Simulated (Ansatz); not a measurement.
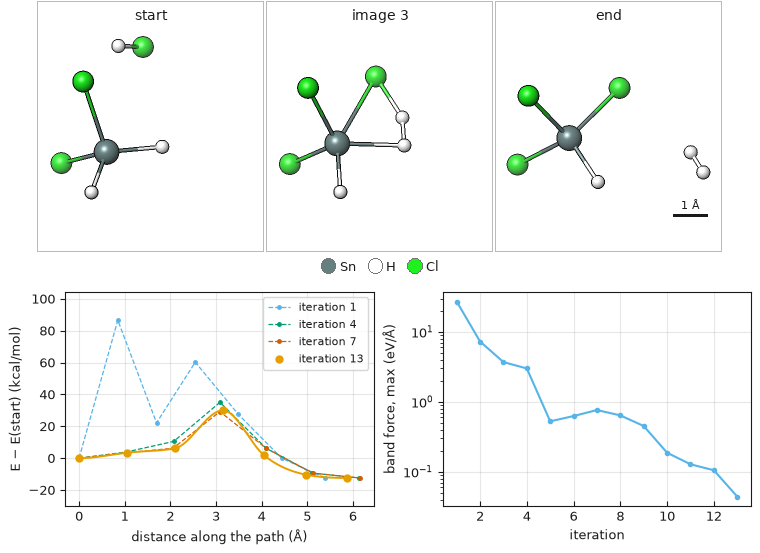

A search for the minimum-energy path of SnH$_{3}$Cl$_{3}$, made up at the start of SnH2Cl2 and HCl by the nudged elastic band. Images are numbered from 0 (start) to 6 (end). The plot follows the band through its iterations. A ball-and-stick model, seen from a free direction.

Computed with RKS BLYP-D4/def2-SVP in Ansatz 0.2.0. Settings: 5 movable images; climbing image; force threshold 0.05 eV/Å; iteration limit 60; starting path through a guess of the saddle point.

Question: Judge this run.

Answer: The result is final at these settings. The band converged in 13 iterations. The largest component of the band force went from 27 to 0.044 eV/Å. The climbing image converged on the top of the path. Its vibrational analysis gives one imaginary mode (1090i cm⁻¹), as a transition state must have. The first iteration put the highest image at 86.6 kcal/mol. The energy climbs by 30.0 kcal/mol to image 3 and then falls by 42.4 kcal/mol, so the end point sits at −12.4 kcal/mol.

Limits of the set-up: the start holds two separate molecules, 2.4 Å apart at their closest, whose relative position is a soft coordinate.

Cost: 61 s on 2 threads of Intel(R) Xeon(R) 6975P-C (Granite Rapids) (shared host), peak memory 0.16 GiB.
